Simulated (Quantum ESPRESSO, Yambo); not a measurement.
# PbS (Galena): G0W0 with Yambo, start to end, part 3 of 3

How does a plane-wave GW calculation on PbS (Galena) run from the first input to the gap?

Quantum ESPRESSO 7.5 and Yambo 5.3.0; PBE and many-body steps on it, plane waves. Known limits of the many-body steps: not at the basis limit; model gap, bands may invert with spin-orbit coupling; no spin-orbit coupling; coarse k mesh.

So far. Step 3 (Bands along the symmetry lines): The gap is 0.368 eV, as in the run before at this level. Step 4 (Empty states on the mesh, 4×4×4 mesh, 150 bands): On this mesh the gap is 0.368 eV.

The database entry behind the starting cell differs from later determinations by our own check (about 0.1 % short), so it need not match the best structure at ambient conditions.

## 6. Screening and self-energy, 4×4×4 mesh, 150 bands, screening to 210.9 eV

Now the one-shot GW correction: screening in the RPA, then the self-energy of the levels asked for.

This step: G0W0 on PBE, plane waves, norm-conserving pseudopotentials.

Contents of gw1.in:

```
HF_and_locXC
gw0
dyson
ppa
em1d
rim_cut
RandQpts= 1000000
RandGvec= 1 RL
EXXRLvcs= 76 Ry
VXCRLvcs= 304 Ry
Chimod= "HARTREE"
% BndsRnXp
 1 | 150 |
%
NGsBlkXp= 15.5 Ry
% LongDrXp
 1 | 1 | 1 |
%
% GbndRnge
 1 | 150 |
%
DysSolver= "n"
ExtendOut
PPAPntXp= 27.21138 eV
% QPkrange
 3 | 3 | 13 | 16 |
 1 | 1 | 13 | 16 |
%
```

Run with:

```sh
> OMP_NUM_THREADS=1 mpirun -n 4 yambo -F gw1.in -J gw1 -C gw1 > gw1.log
```

Log:

```text
 Yambo, version 5.3.0

 [02] CORE Variables Setup
 =========================

  [... cell, symmetries and grids as in the set-up ...]

  [02.05] Energies & Occupations
  ==============================

  [X] === General ===
  [X] Electronic Temperature                        :  0.000000  0.000000 [eV K]
  [X] Bosonic    Temperature                        :  0.000000  0.000000 [eV K]
  [X] Finite Temperature mode                       : no
  [X] El. density                                   :  0.53669E+24 [cm-3]
  [X] Fermi Level                                   :  9.908065 [eV]

  [X] === Gaps and Widths ===
  [X] Conduction Band Min                           :  0.368214 [eV]
  [X] Valence Band Max                              :  0.000000 [eV]
  [X] Filled Bands                                  :  14
  [X] Empty Bands                                   :   15  150
  [X] Direct Gap                                    :  0.368214 [eV]
  [X] Direct Gap localized at k                     :  3
  [X] Indirect Gap                                  :  0.368214 [eV]
  [X] Indirect Gap between kpts                     :  3  3
  [X] Last valence band width                       :  3.438853 [eV]
  [X] 1st conduction band width                     :  4.848504 [eV]

 [03] Transferred momenta grid and indexing
 ==========================================

 IBZ Q-points                                      :   8
 BZ  Q-points                                      :   64

 K/Q-points units:
 rlu = crystal or reduced units; cc = cartesian coordinates; iku = interal k-units

 Q [1]          [rlu]:  0.000000  0.000000  0.000000
 Q [2]          [rlu]:  0.43103E-17  0.43103E-17  0.25000
 Q [3]          [rlu]: -0.86205E-17 -0.86205E-17 -0.50000
 Q [4]          [rlu]:  0.82859E-17  0.25000      0.25000
 Q [5]          [rlu]:  0.91933E-17  0.25000      0.50000
 Q [6]          [rlu]: -0.86205E-17  0.25000     -0.25000
 Q [7]          [rlu]: -0.16572E-16 -0.50000     -0.50000
 Q [8]          [rlu]:  0.250000 -0.500000 -0.250000

 [04] Coloumb potential Random Integration (RIM)
 ===============================================

  [04.01] RIM initialization
  ==========================

  * Diagonal components only detected *

  8 x (sBL volume)        :  0.088068 [a.u.]
  sBZ random points       :  1000000
  Points outside the sBZ  :   7999624
  RL volume               :  0.704546 [a.u.]
  Integrated volume       :  0.704579 [a.u.]

  [04.02] RIM integrals
  =====================

  Gamma point sphere radius             :  0.080703 [a.u.]
  Points outside the sphere             :   799635
  [Int_sBZ(q=0) 1/q^2]*(Vol_sBZ)^(-1/3) =:  7.763403
                                 should be <:  7.795600

  Summary of Coulomb integrals for non-metallic bands |Q|[au] RIM/Bare

  Q [1] 0.100000E-4 0.995870 * Q [2] 0.242726 1.064399
  Q [4] 0.280276 1.062895 * Q [6] 0.396371 1.025542
  Q [5] 0.464786 1.018794 * Q [3] 0.485453 1.016436
  Q [7] 0.560553 1.013461 * Q [8] 0.626717 1.010414

 [05] Dipoles
 ============

  [05.01] Setup: observables and procedures
  =========================================

 [06] Dynamic Dielectric Matrix (PPA)
 ====================================

 [WR./gw1//ndb.pp]---------------------------------------------------------------
  Brillouin Zone Q/K grids (IBZ/BZ)                :    8   64    8   64
  RL vectors                                       :   4909 [WF]
  Coulomb cutoff potential                         : none
  Electronic Temperature                           :  0.000000 [K]
  Bosonic    Temperature                           :  0.000000 [K]
  PPA    diel. fun.  energies                      : Perdew, Burke & Ernzerhof(X)+Perdew, Burke & Ernzerhof(C)
  wavefunctions                                    : Perdew, Burke & Ernzerhof(X)+Perdew, Burke & Ernzerhof(C)
  Global Gauge                                     : length
  X matrix size                                    :   387
  X band range                                     :    1  150
  X e/h energy range                               : -1.000000 -1.000000 [eV]
  X Time ordering                                  : R
  X Hxc Kernel                                     : HARTREE
  X Drude frequency                                :  0.000000  0.000000
  X poles                                          :  100.0000 [o/o]
  RL vectors in the sum                            :   4909
  [r,Vnl] included                                 : yes
  Field direction                                  :  0.577350E-5  0.577350E-5  0.577350E-5
  BZ energy Double Grid                            : no
  BZ energy DbGd points                            : 0
  BZ Q point size factor                           : -1.000000
  X Optical Averaged directions                    : none

 [07] Local Exchange-Correlation + Non-Local Fock
 ================================================

 [VXC] Plane waves :  31283
 [EXS] Plane waves :   3943

 QP @ state[ 1 ] K range:  1  1
 QP @ state[ 1 ] b range:  13  16
 QP @ state[ 2 ] K range:  3  3
 QP @ state[ 2 ] b range:  13  16

 [xc] Functional : Perdew, Burke & Ernzerhof(X)+Perdew, Burke & Ernzerhof(C)
 [xc] LIBXC used to calculate xc functional
  PP Number of Atomic Species                      :  2
  NLCC RL compoments                               :  31283
  PP Number of Atomic Species                      :  2
  NLCC RL compoments                               :  31283

 [xc] E_xc :  -18.16916 [Ha]
      E_xc :  -36.33832 [Ry]

  Local XC kind (lXC) : Perdew, Burke & Ernzerhof(X)+Perdew, Burke & Ernzerhof(C)
  Non-Local XC kind (nlXC) : Hartree-Fock

  Corrections @ K [1] :  [eV]
 <13|nlXC|13> = -15.58544 -0.13752E-16 <13|lXC|13> = -12.64450 -0.94408E-16
 <14|nlXC|14> = -15.58539  0.74768E-17 <14|lXC|14> = -12.64450 -0.94408E-16
 <15|nlXC|15> = -7.031848 -0.35301E-17 <15|lXC|15> = -12.02605 -0.37763E-15
 <16|nlXC|16> = -7.031274  0.36699E-17 <16|lXC|16> = -12.02605  0.37763E-15

  Corrections @ K [3] :  [eV]
 <13|nlXC|13> = -15.81709  0.10159E-16 <13|lXC|13> = -13.03233 -0.94408E-16
 <14|nlXC|14> = -15.16526  0.47831E-17 <14|lXC|14> = -13.95007 -0.22127E-16
 <15|nlXC|15> = -6.678641 -0.31748E-17 <15|lXC|15> = -9.983040  0.94408E-16
 <16|nlXC|16> = -7.283517 -0.26183E-17 <16|lXC|16> = -10.96201 -0.14751E-16

 [08] Dyson equation: Newton solver
 ==================================

  [08.01] G0W0 (W PPA)
  ====================

  [  GW  ] Bands range     :    1  150
  [GW/PPA] G damping       :  0.100000 [eV]

  QP @ state[ 1 ] K range:  1  1
  QP @ state[ 1 ] b range:  13  16
  QP @ state[ 2 ] K range:  3  3
  QP @ state[ 2 ] b range:  13  16

   Sc/G bands                                       :    1  150
   Sc/G damping                                     :  0.100000 ev
   Sc bands terminator                              : no
   Sx RL components                                 :   3943

   QP @ state[ 1 ] K range                          :  1  1
   QP @ state[ 1 ] b range                          :  13  16
   QP @ state[ 2 ] K range                          :  3  3
   QP @ state[ 2 ] b range                          :  13  16
   GF energies kind                                 : Perdew, Burke & Ernzerhof(X)+Perdew, Burke & Ernzerhof(C)
   GF WF`s kind                                     : Perdew, Burke & Ernzerhof(X)+Perdew, Burke & Ernzerhof(C)
   Xs energies kind                                 : Perdew, Burke & Ernzerhof(X)+Perdew, Burke & Ernzerhof(C)
   Xs WF`s kind                                     : Perdew, Burke & Ernzerhof(X)+Perdew, Burke & Ernzerhof(C)

 [11] Game Over & Game summary
```

Elapsed: 3.5 min, on 4 MPI ranks of Arm Neoverse V1, shared host; peak memory 1.7 GiB.

This step gave:

* G0W0 gap on the points computed: 0.6214 eV
* starting gap on the mesh: 0.3682 eV
* k of the valence top: 0, 0, -0.5
* k of the conduction bottom: 0, 0, -0.5
* least direct G0W0 gap on the computed points: 0.6214 eV
* Z at the valence top: 0.7850
* Z at the conduction bottom: 0.8083

The gap on the mesh goes from 0.37 eV to 0.62 eV, a correction of +0.25 eV.

Limits: finite bands, cutoff and mesh; model gap, bands may invert with spin-orbit coupling; no spin-orbit coupling; coarse k mesh. v1 is the top filled band, c1 the lowest empty one. Levels before and after the correction, in eV, zero at the valence-band top of each column:

|  | conduction bottom | valence top |
| --- | --- | --- |
| Kohn-Sham | 0.37 | 0.00 |
| G0W0 | 0.62 | 0.00 |

|  | level | energy (eV) |
| --- | --- | --- |
| Kohn-Sham | (0 0 -0.5) v2 | -1.781 |
| Kohn-Sham | (0 0 -0.5) v1 | 0.000 |
| Kohn-Sham | (0 0 -0.5) c1 | 0.368 |
| Kohn-Sham | (0 0 -0.5) c2 | 1.964 |
| G0W0 | (0 0 -0.5) v2 | -2.017 |
| G0W0 | (0 0 -0.5) v1 | 0.000 |
| G0W0 | (0 0 -0.5) c1 | 0.621 |
| G0W0 | (0 0 -0.5) c2 | 2.405 |

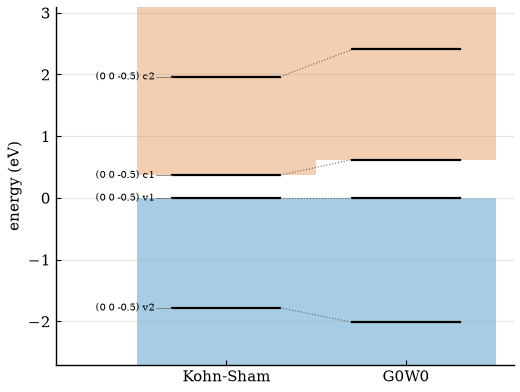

Levels before and after the correction. Shaded: valence and conduction bands.

## 7. Where the time went

Times are wall times on the hardware named with each run, good to a factor of about two.

```
                          step     time  share  memory (GiB)
                  ground state    7.2 s    3 %          0.27
bands along the symmetry lines    6.3 s    3 %          0.23
      empty states on the mesh     15 s    6 %           0.4
         conversion and set-up    2.7 s    1 %          0.25
     screening and self-energy  3.5 min   87 %           1.7
```

## 8. Outcome

| Item | Value |
| --- | --- |
| PBE gap | 0.37 eV, direct |
| G0W0 gap on the mesh | 0.62 eV |
| GW settings | 4×4×4 mesh, 150 bands, screening to 210.9 eV, Godby-Needs plasmon pole |
| known limits | not at the basis limit; model gap, bands may invert with spin-orbit coupling; no spin-orbit coupling; coarse k mesh |

G0W0 moves the gap on the mesh from 0.37 eV to 0.62 eV (+0.25 eV), with Z of 0.78 and 0.81 at the edges. Only 2 of the mesh's irreducible points were corrected, so a valley elsewhere could overtake. The dearest step here is «screening and self-energy». Bands and cutoff are finite, so the gap is not at the basis limit. The miss can reach some tenths of an eV and take either sign; the mesh is an error of its own. In the G0W0 run levels were corrected at 2 k points alone, so a gap called «on the mesh» is the least over those, and an edge elsewhere would be missed. The 4×4×4 mesh is coarse for this cell, which bears on the long-range parts of exchange and screening. Where an edge is built on 6p states of lead, bismuth or thallium, scalar-relativistic gaps usually stand too wide, by a few tenths to over one eV. With atoms this heavy and so narrow a gap, spin-orbit coupling can invert the bands. These scalar-relativistic gaps are then model values, not to be set against experiment, and a spin-orbit change taken from DFT can't simply be added.

[Paths, hosts, dates, memory and timing lines, banners, echoed tables and standing remarks are left out of the program output.]

[Logs are printed without paths, hosts, clocks, repeated set-up lines and the standing remarks that a program may print on its own settings, such as how far it seeks lower states.]

[Runs of the session that timed out or met a known fault of the program may be left out.]

[Hosts, paths, dates, database ids (printed as entryN), source tags and the programs' standing remarks are cut or masked in the printed files.]
